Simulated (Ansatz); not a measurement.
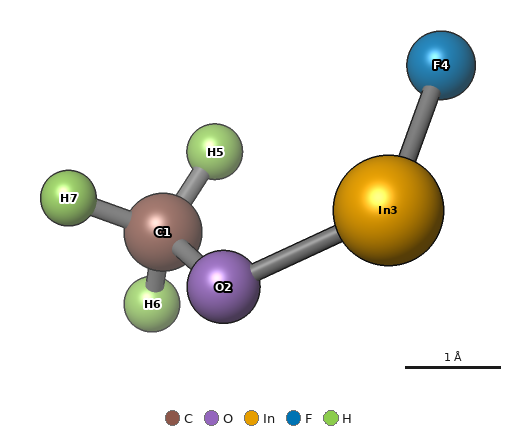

The structure as given in the input (ball-and-stick view, seen at a tilt; atoms are numbered from 1 in the order of the input). Sticks mark near contacts.

Phonon calculation of CH$_{3}$FInO

The run: phonon calculation of CH$_{3}$FInO, multiplicity 2. Method and program: UKS PBE0-D4/def2-TZVP (Ansatz 0.2.0).

The geometry comes from this level: PBE0-D4/def2-TZVP. Figures and captions count atoms from 1; the log counts them from 0 in places.

The input
```yaml
crystal:
  periodic: [false, false, false]
  atoms:
    - {symbol: C, position_ang: [0.217515, 0.862652, 0.000141]}
    - {symbol: O, position_ang: [-0.179686, 0.100866, 1.119381]}
    - {symbol: In, position_ang: [-0.613897, -1.842286, 0.837027]}
    - {symbol: F, position_ang: [-0.411846, -2.383586, -1.050096]}
    - {symbol: H, position_ang: [0.236196, 0.296442, -0.939324]}
    - {symbol: H, position_ang: [-0.472917, 1.703557, -0.133596]}
    - {symbol: H, position_ang: [1.224635, 1.262345, 0.166456]}
basis:
  gaussian: {orbitals: def2-TZVP}
magnetization: {spin_polarized: true, initial_magnetization: 1}
hamiltonian: {xc: pbe0, dispersion: d4}
phonons: {temperatures: {t_min: 298.15, t_max: 900, t_step: 200}}
```

Run on 4 CPU threads, shared host.

Output
```
Functional definition: PBE0
  name "PBE0"
  cite "Adamo & Barone, J. Chem. Phys. 110, 6158 (1999) doi:10.1063/1.478522"
  cite "Perdew, Burke & Ernzerhof, Phys. Rev. Lett. 77, 3865 (1996) doi:10.1103/PhysRevLett.77.3865"
  parent pbe
  parameter a = 0.25
  parameter kappa = 0.804
  parameter beta = 0.06672455060314922
  exchange = (1 - a)*pbe_x(kappa = kappa, mu = beta*pi^2/3) + a*exact_x
  correlation = pbe_c(beta = beta)
1100 factors; their error is unknown
mean field evaluation 1: about -11010.3649 eV, gradient 5.0e1 eV
mean field evaluation 2: about -10929.9540 eV, gradient 1.3e2 eV
mean field evaluation 4: about -11019.7461 eV, gradient 1.3e1 eV
mean field evaluation 8: about -11020.2302 eV, gradient 1.3e-1 eV
mean field evaluation 16: about -11020.2927 eV, gradient 2.8e-4 eV
mean field -11020.29267868 eV, -404.9882861187 hartree, gradient 2.6e-5 eV, S^2 0.755118; 0 other end points of the search recorded, 0 dependent functions left out
the calculation of the forces begins
reference -11020.29271685 eV, -404.9882875214 hartree; 24, 23 occupied and 137, 138 virtual orbitals, 1100 factors
these checks for a lower state are left out or cut short: stability, starts, cluster_reference, orbital_swaps, neighbouring_geometries, increment
1100 factors; their error is unknown
mean field -11020.29251325 eV, -404.9882800395 hartree, gradient 2.5e-6 eV, S^2 0.755119; 0 other end points of the search recorded, 0 dependent functions left out
[... from here on the field's lines of each further geometry are left out, up to the last ...]
the calculation of the forces begins
reference -11020.29269580 eV, -404.9882867478 hartree; 24, 23 occupied and 137, 138 virtual orbitals, 1100 factors
these checks for a lower state are left out or cut short: stability, starts, cluster_reference, orbital_swaps, neighbouring_geometries, increment
1100 factors; their error is unknown
mean field -11020.29266147 eV, -404.9882854862 hartree, gradient 2.3e-6 eV, S^2 0.755117; 0 other end points of the search recorded, 0 dependent functions left out
the calculation of the forces begins
reference -11020.29269963 eV, -404.9882868889 hartree; 24, 23 occupied and 137, 138 virtual orbitals, 1100 factors
WARN: phonons: modes at or below zero, which the zero-point energy, F, S and C_V leave out: 1, the lowest at -47.99 cm⁻¹. A minimum has none, and a first-order saddle one
Total energy: -11020.39409013 eV, -404.9920129210 hartree
Atom 0 at     0.217515     0.862652     0.000141 Å, force    -0.000244    -0.001289     0.001008 eV/Å
Atom 1 at    -0.179686     0.100866     1.119381 Å, force    -0.001911    -0.003984     0.002286 eV/Å
Atom 2 at    -0.613897    -1.842286     0.837027 Å, force     0.000496     0.000498    -0.000954 eV/Å
Atom 3 at    -0.411846    -2.383586    -1.050096 Å, force    -0.000137     0.001265     0.002351 eV/Å
Atom 4 at     0.236196     0.296442    -0.939324 Å, force     0.000677     0.001027    -0.002828 eV/Å
Atom 5 at    -0.472917     1.703557    -0.133596 Å, force     0.000214     0.001282    -0.000842 eV/Å
Atom 6 at     1.224635     1.262345     0.166456 Å, force     0.000904     0.001201    -0.001021 eV/Å
Dipole moment:    -0.083788    -0.062432     0.387257 e Å
Vibrations: -47.99 87.03 97.39 227.97 470.02 545.80 1064.59 1141.98 1187.22 1469.00 1487.61 1488.44 2997.55 3063.47 3067.37 cm⁻¹, zero-point energy 1.140372 eV
```

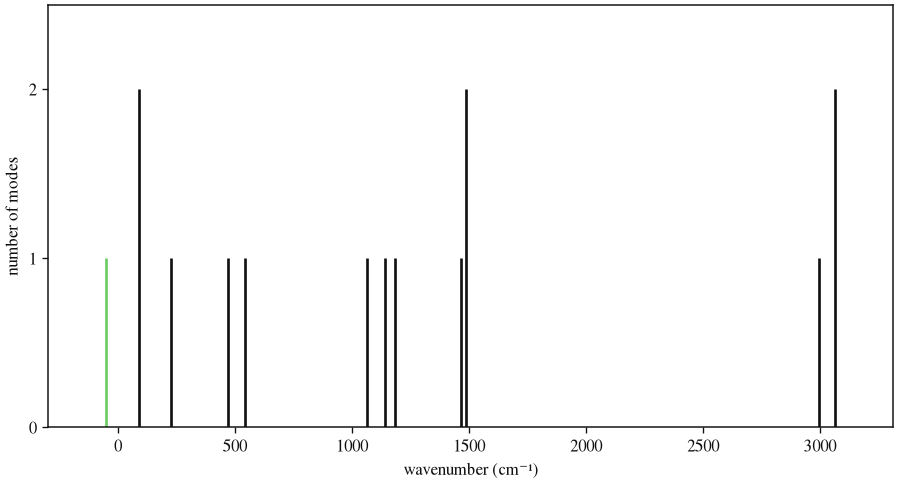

Harmonic vibrational wavenumbers from the force constants; neighbouring modes closer than 14 cm⁻¹ are counted in one stick, and imaginary ones are drawn at negative wavenumbers. 15 modes from 48i to 3067 cm⁻¹, 1 imaginary beyond 8i (48i cm⁻¹): not a clean minimum; so soft a mode can be a shallow saddle, an incomplete relaxation or noise of the force constants.

Results in brief

```tsv
quantity	value
outcome	converged
total energy	−11020.3941 eV
mean-field energy	−11020.2927 eV
dispersion energy	−0.1014 eV
⟨S²⟩	0.755
largest force (length of the vector)	0.005 eV/Å
dipole moment	1.93 D
wall time	2.2 min (CPU time 8.4 min)
peak memory	0.45 GiB
```
